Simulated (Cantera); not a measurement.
Feed: 1 mol TEOS, 0.4 mol CO2, 92 mol H2, held at 1523.15 K.

Equilibrium computed with Cantera from the NASA thermochemical tables; the gas is ideal and each condensed phase is pure. Candidate condensed phases: C, C6H6, C7H8, C8H18, H2O, Si, SiC, SiO2; 123 gas species. The feed counts by its element totals alone. Mutual solubility and eutectic melting of coexisting phases are not modelled. The tables hold silica as quartz up to 1696 K and as liquid above; real silica turns to tridymite and cristobalite and melts near 1996 K. Rates play no part.

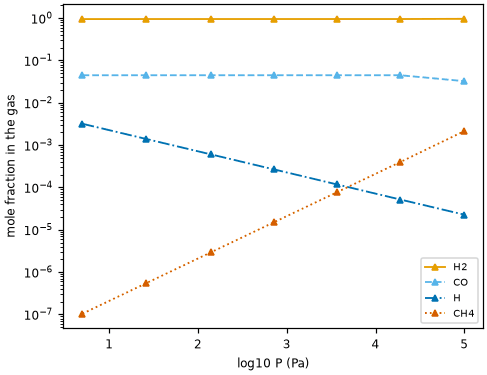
Fig. 1. Equilibrium gas composition (values under 1e-9 drawn at 1e-9)

From 5.00 Pa to 0.190 bar the condensed part is C(graphite) + SiC(s). At 1.00 bar the condensed part is C(graphite) + SiC(s) + SiO2(β-quartz). The main Si-bearing gas is SiO throughout.
